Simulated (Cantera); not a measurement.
Feed: 1 mol SiH2Cl2, 0.011 mol C2H2, 830 mol H2, 0.37 mol C3H8, equilibrated at 56.0 mbar.

Cantera equilibrium calculation (NASA polynomials, part measured and part estimated; ideal gas, pure solids and liquids). Candidate condensed phases: C, C6H6, C7H8, C8H18, Si, SiC; 109 gas species. The numbers say what is thermodynamically allowed, not how fast it happens.

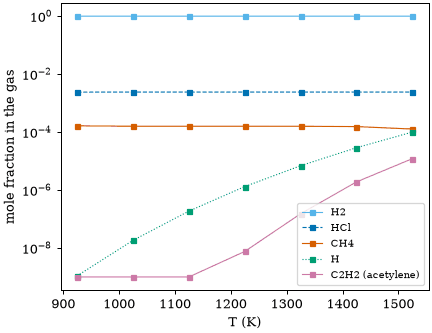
Equilibrium gas composition (values under 1e-9 drawn at 1e-9)

From 925 K to 1425 K the condensed part is SiC(s). At 1525 K the condensed part is C(graphite) + SiC(s). The main Si-bearing gas is SiHCl3 at 925 K and SiCl2 at 1525 K.
